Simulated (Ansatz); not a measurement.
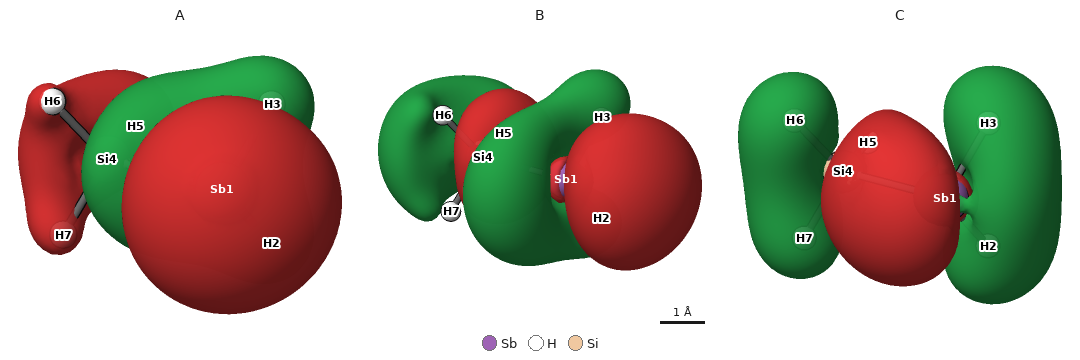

Figure 1: H₅SbSi. Three frontier orbitals at ±0.06 Å⁻³ᐟ² (green and red are the two phases), in no order.

Geometry: r2SCAN-D4/def2-TZVP; core potentials replace the inner electrons of Sb.

All numbers below come from Ansatz 0.2.0, RKS PBE0-D4/def2-TZVP.

Input

```
crystal:
  periodic: [false, false, false]
  atoms:
    - {symbol: Sb, position_ang: [0.614860, 1.115806, 1.148491]}
    - {symbol: H, position_ang: [2.010473, 1.040981, 0.163338]}
    - {symbol: H, position_ang: [-0.091921, 2.275486, 0.110299]}
    - {symbol: Si, position_ang: [-0.468665, -0.810607, -0.179804]}
    - {symbol: H, position_ang: [-0.475817, -0.583478, -1.646388]}
    - {symbol: H, position_ang: [-1.867913, -0.978492, 0.289347]}
    - {symbol: H, position_ang: [0.278982, -2.059685, 0.114717]}
basis:
  gaussian: {orbitals: def2-TZVP, initial_orbitals: start.molden}
hamiltonian: {xc: pbe0, dispersion: d4}
output: {orbitals: {seedname: orbitals}}
```

Command:

```sh
ansatz run in.yaml --threads 4 --pin off --events-out ev --progress --plain --max-ram 3916MiB
```

> Order the three orbitals by energy and name them.

C is the HOMO−1 (−8.49 eV). Its weight (Hirshfeld) is mainly on Sb1 (about 50 %), Si4 (about 20 %), H3 (about 10 %) and H2 (about 10 %). A is the HOMO (−7.26 eV). Its weight (Hirshfeld) is mainly on Sb1 (about 70 %) and Si4 (about 20 %). B is the LUMO (−0.48 eV). By Hirshfeld shares it lies mainly on Sb1 (about 55 %) and Si4 (about 30 %).

> What is the HOMO–LUMO gap?

6.78 eV between the orbital energies.
